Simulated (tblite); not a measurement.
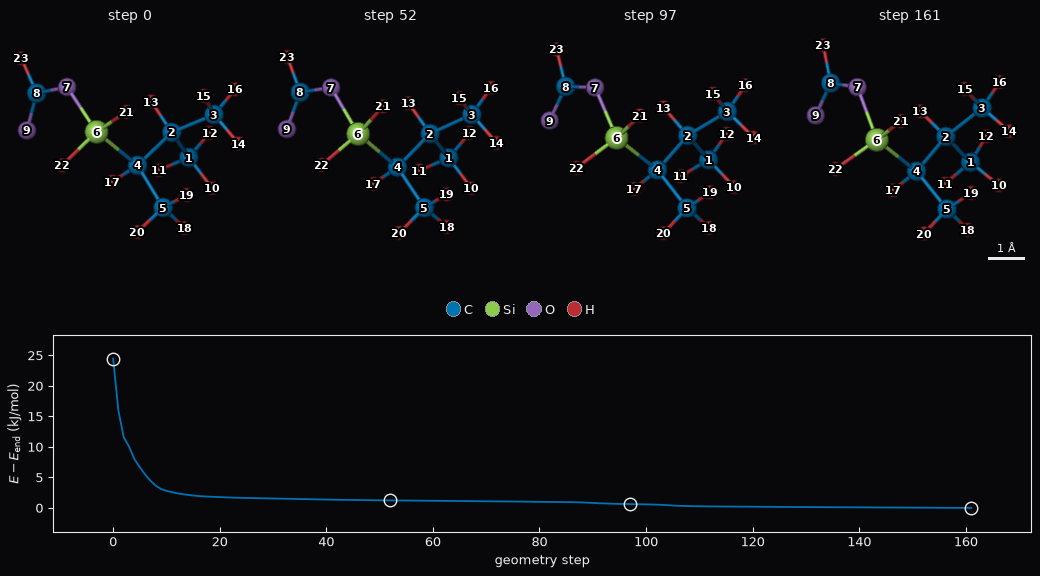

Frames of a relaxation of C6H14O2Si, marked on the history of the run. A ball-and-stick model, seen from a free direction.

Method: GFN2-xTB geometry optimisation, gas phase (tblite 0.8.0). 

**Describe the path.**

After 161 geometry steps the energy has fallen by 24.5 kJ/mol. The atom that moves furthest after the best rigid fit is H23 (0.74 Å). By element the largest moves are H 0.74 Å, C 0.50 Å, O 0.49 Å, Si 0.22 Å. Among the contacts that change: O7–C8 1.360 → 1.306 Å, C8–O9 1.221 → 1.195 Å, Si6–H21 1.477 → 1.458 Å, C1–H10 1.105 → 1.087 Å. Bond angles that change, for instance: O7–Si6–H21 108.0° → 96.9°, C4–Si6–H21 108.0° → 115.7°, H21–Si6–H22 107.8° → 112.6°. Cost: 2.5 s on 1 thread of Arm Neoverse N1, with other jobs on the host. From step 0 to 52: H21 moves most (0.19 Å), energy −23.2 kJ/mol. From step 52 to 97: H23 moves most (0.35 Å), energy −0.61 kJ/mol. From step 97 to 161: H15 moves most (0.29 Å), energy −0.63 kJ/mol.

```csv
step,"E − E(0), kJ/mol"
0,0.00
1,-8.56
2,-12.88
3,-14.44
4,-16.47
5,-17.79
6,-18.98
7,-19.99
8,-20.83
9,-21.37
10,-21.67
18,-22.62
26,-22.85
34,-23.01
42,-23.13
50,-23.21
58,-23.27
66,-23.33
74,-23.40
82,-23.48
89,-23.60
97,-23.84
105,-24.06
113,-24.22
121,-24.29
129,-24.32
137,-24.36
145,-24.39
153,-24.43
161,-24.47
```
